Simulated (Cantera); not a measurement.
Input: 1 mol n-butane, 3.9 mol H2O, 5.2 mol N2, at 0.133 bar.

These are equilibrium values from Cantera (NASA tables, ideal gas, pure condensed phases), not measurements of a reactor. Candidate condensed phases: C, C6H6, C7H8, C8H18, H2O; 136 gas species. Kinetics and transport are ignored.

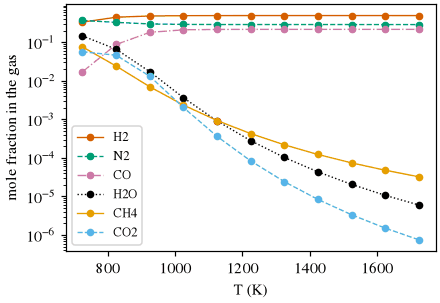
Equilibrium gas composition (values under 1e-9 drawn at 1e-9)

From 725 K to 1725 K the condensed part is C(graphite). The main C-bearing gas is CH4 at 725 K and CO at 1725 K. The share of C in condensed phases is highest at 725 K (47.2 %) and lowest at 1725 K (1.7 %).
